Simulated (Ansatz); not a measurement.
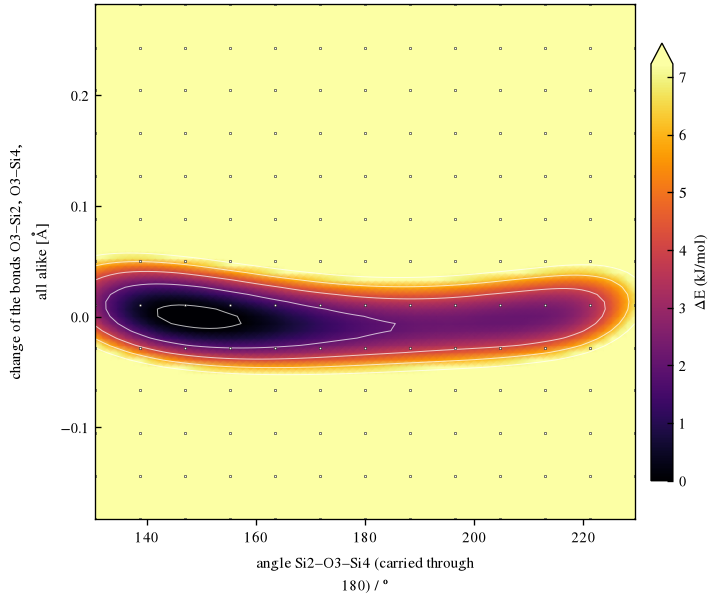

H₅O₂Si₂, SMILES O[SiH]O[SiH3], spin multiplicity 2. 
- First axis: angle Si2–O3–Si4 (carried through 180). Second axis: change of the bonds O3–Si2, O3–Si4, all alike.
- Nothing is relaxed (all other coordinates rigid).
- The grid has 13 × 13 points.
- Points are written as (first, second).
- Energies are in kJ/mol, from the lowest grid point.
- Level of theory: UKS PBE0-D4/def2-SVP in Ansatz.

In the figure: a smooth colour map with a few white contour lines, dots at the grid points, one colour for all values above the top of the scale. Between grid points the surface is interpolated.

**Estimate the position of the minimum and the force constants in these coordinates.**

The interpolated minimum is at the first coordinate ≈ 148.7°, the second coordinate ≈ 0.000 Å. The curvatures there are about 0.45 eV/rad² and 67 eV/Å², with a cross term of about 2 eV/(rad·Å). Round the minimum the valley is somewhat tilted: raising the first coordinate shifts the best value of the second coordinate downwards (coupling k₁₂/√(k₁₁k₂₂) about 0.4). (1 eV is 96.5 kJ/mol.)
